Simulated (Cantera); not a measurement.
A closed system holds: 1 mol SiCl4, 2 mol O3, 6.4 mol N2, held at 0.100 bar.

Cantera equilibrium calculation (NASA polynomials, part measured and part estimated; ideal gas, pure solids and liquids). Candidate condensed phases: Si, SiO2, Si2N2O, Si3N4; 23 gas species. The tables hold silica as quartz up to 1696 K and as liquid above; real silica turns to tridymite and cristobalite and melts near 1996 K. Equilibrium is a limit: real reactors are often held back by kinetics, nucleation or transport.

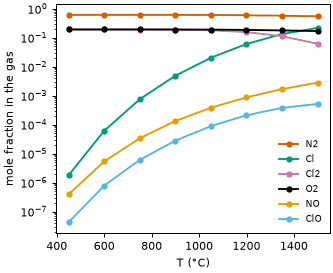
Figure. Equilibrium gas composition (values under 1e-9 drawn at 1e-9)

At 450 °C the condensed part is SiO2(α-quartz). From 600 °C to 1350 °C the condensed part is SiO2(β-quartz). At 1500 °C the condensed part is SiO2(condensed).
